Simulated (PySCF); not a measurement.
# C$_{4}$H$_{16}$Si$_{3}$ (SMILES CC[Si]([SiH3])([SiH3])CC): what the fields show

```xyz
23

C    -1.1861   -0.9854   -2.0068
C    -1.2160    0.2396   -1.1010
Si   -0.2052    0.0278    0.5271
Si   -0.3073    2.0613    1.6726
Si   -0.9792   -1.8690    1.6484
C     1.6261   -0.3070    0.0271
C     2.2633    0.8335   -0.7574
H    -1.5703   -1.8592   -1.4833
H    -0.1694   -1.2001   -2.3287
H    -1.7946   -0.8277   -2.8965
H    -2.2539    0.4626   -0.8429
H    -0.8502    1.1030   -1.6611
H    -1.5552    2.1787    2.4324
H     0.7812    2.2036    2.6446
H    -0.2419    3.2571    0.8246
H    -0.5533   -3.1519    1.0768
H    -2.4442   -1.9176    1.6890
H    -0.5296   -1.8850    3.0439
H     2.2124   -0.4834    0.9317
H     1.6945   -1.2244   -0.5612
H     2.2428    1.7559   -0.1793
H     3.3014    0.6097   -1.0003
H     1.7297    1.0049   -1.6898
```

Geometry: GFN2-xTB.

Computed with PySCF 2.14.0, PBE0/pcSseg-1, SCF density, gas phase, non-relativistic.

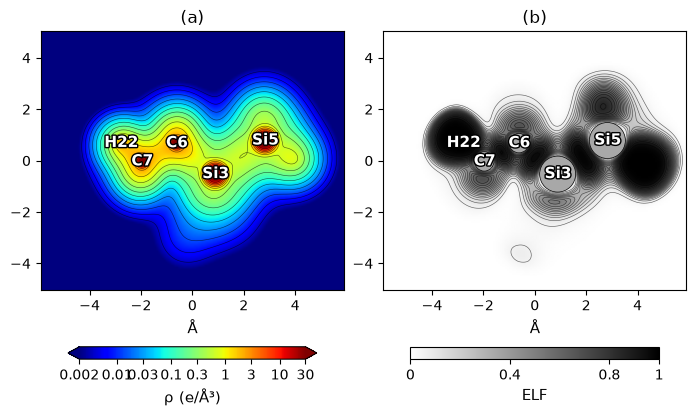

Figure 1. (a) total electron density; (b) electron localisation function on the plane of atoms Si5, Si3 and C6. Grey discs cover the atomic cores in the ELF map.

Question: Interpret the plot.

Answer:
- The section cuts through Si, C and H sites.
- C–C (1.52 Å): ρ is about 1.6 e/Å³ halfway; the ELF peaks at about 0.95 between the atoms; a shared electron pair.
- C–Si (1.93 Å): ρ is about 0.88 e/Å³ halfway; the ELF peaks at about 0.95 between the atoms (localised, covalent bonding).
- Si–Si (2.34 Å): ρ is about 0.64 e/Å³ halfway; the ELF peaks at about 1 between the atoms, as expected for a shared electron pair.
- C–H (1.09 Å): the density is about 2 e/Å³ at the midpoint; the ELF climbs to about 1 towards the hydrogen, as it does in any bond to H: a covalent bond by its length.

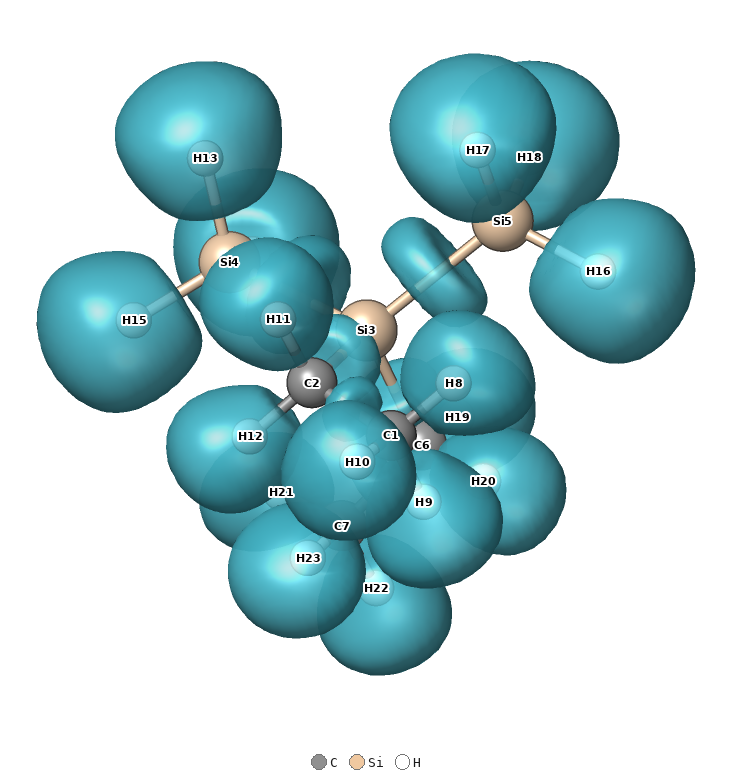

Figure 2. Isosurface of the electron localisation function at 0.8 (cyan), seen at an oblique angle. Core shells and regions of very low density are left out.

Question: Where are the electrons localised?

Answer: The surface consists of two regions between bonded C–C atoms (shared pairs), two regions between bonded C–Si atoms (shared pairs), two regions between bonded Si–Si atoms (shared pairs) and 16 regions around hydrogen nuclei.

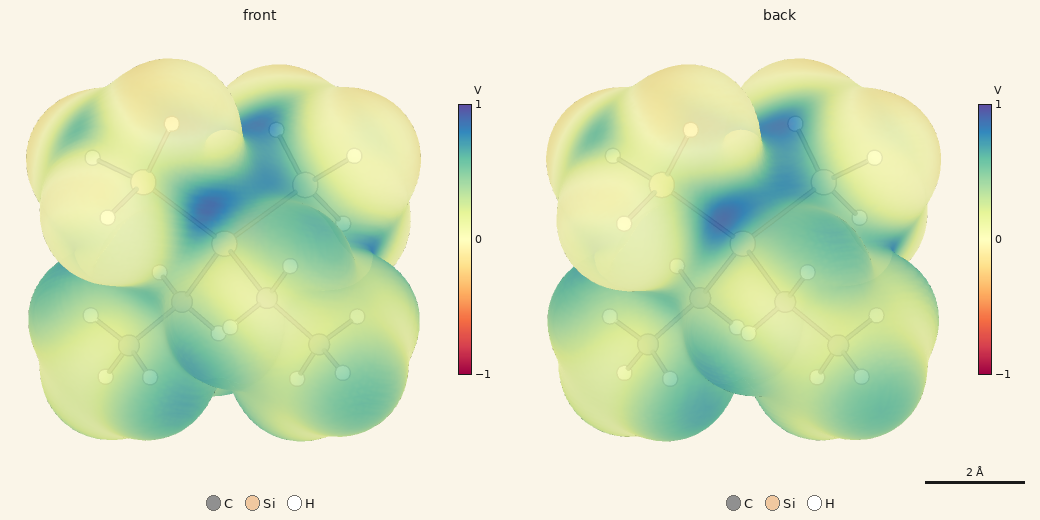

Figure 3. The electrostatic potential painted on the density surface at 0.002 e/bohr³, seen from the front and from behind; the colour scale runs from red (negative) to blue (positive).

Question: Describe the electrostatic potential map.

Answer: The most negative region (about −0.1 V) lies over H13, H14, H17 and H18, the most positive (about +0.8 V) over Si4 and Si5.
